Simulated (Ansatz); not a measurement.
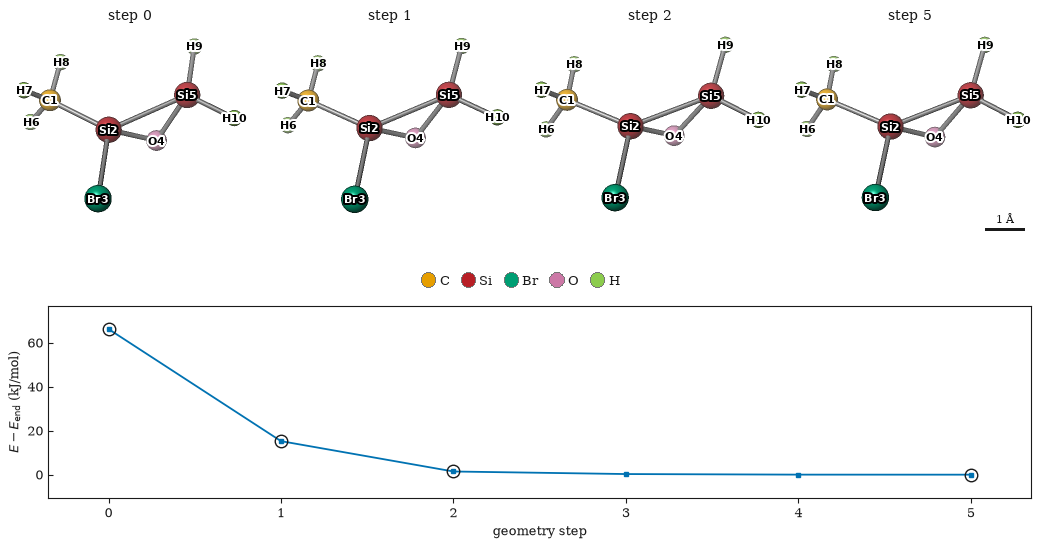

Frames of a relaxation of CH5BrOSi2 (coarse preliminary run), marked on the history of the run. Style: ball-and-stick. Shown at a tilt.

The start comes from a force field.

Method: RKS PBE-D4/def2-SVP (Ansatz 0.2.0). Settings: force threshold 0.03 eV/Å; at most 200 steps.

What happens along the run?

The largest move after the best rigid fit is that of H9, 0.31 Å. By element the largest moves are H 0.31 Å, O 0.24 Å, Si 0.10 Å, Br 0.09 Å, C 0.08 Å. Some distances before and after: O4–Si5 1.618 → 1.753 Å, Si2–Br3 2.146 → 2.244 Å, C1–Si2 1.785 → 1.871 Å, Si2–O4 1.647 → 1.724 Å. Among the angles between lasting bonds that change: H9–Si5–H10 117.4° → 110.6°, Si2–O4–Si5 86.0° → 79.5°, C1–Si2–Si5 123.9° → 130.0°. The energy falls by 66.2 kJ/mol in 5 geometry steps. The largest force component goes from 4.5 to 0.021 eV/Å. Cost: 16 s on 4 threads of Arm Neoverse N1, on a shared host. From step 0 to 1: H9 moves most (0.19 Å), energy −51.0 kJ/mol. From step 1 to 2: O4 moves most (0.15 Å), energy −13.8 kJ/mol. From step 2 to 5: O4 moves most (0.04 Å), energy −1.45 kJ/mol.

| step | E − E(0), kJ/mol | largest force component, eV/Å |
| --- | --- | --- |
| 0 | 0.00 | 4.5270 |
| 1 | -50.98 | 2.3487 |
| 2 | -64.78 | 0.4148 |
| 3 | -65.95 | 0.1056 |
| 4 | -66.21 | 0.0651 |
| 5 | -66.23 | 0.0207 |
